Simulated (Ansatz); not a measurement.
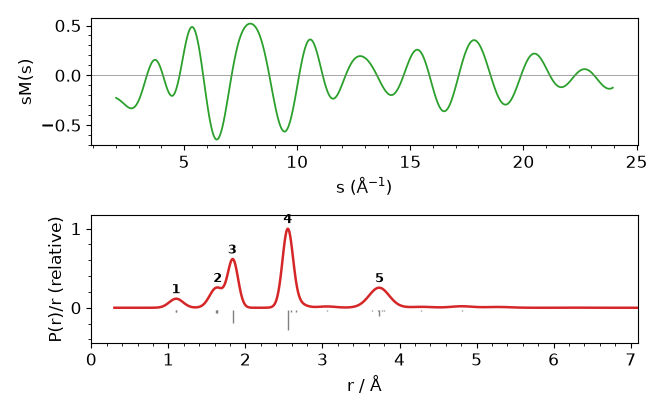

Simulated gas electron diffraction: reduced molecular intensity sM(s) from the Debye equation in the first Born approximation (top) and the radial distribution curve (bottom) of CH5Al2 (charge -1, ignored in the scattering factors). Each pair of atoms contributes with weight ZᵢZⱼ/r (bars below the curve); damping constant 0.001 Å²; vibrational amplitudes assumed, not computed: 0.05 Å for bonds, 0.078 Å for bonds to H, 0.06 + 0.015 r up to 0.15 Å for other pairs. The geometry is the end point of an optimisation (RKS CAM-B3LYP/def2-SVP in Ansatz); it may be a saddle point or a higher isomer.

Which pairs of atoms lie under the numbered peaks? Mark bonded pairs by – and others by ···.

Peak 1, 1.10 Å: C–H 1.10 Å (×2)
Peak 2, 1.64 Å: Al–H 1.62–1.63 Å (×3)
Peak 3, 1.83 Å: Al–C 1.84 Å
Peak 4, 2.55 Å: Al–Al 2.55 Å, Al···H 2.59–2.65 Å (×2), not resolved
Peak 5, 3.74 Å: Al···H 3.64–3.80 Å (×4), Al···C 3.73 Å, not resolved
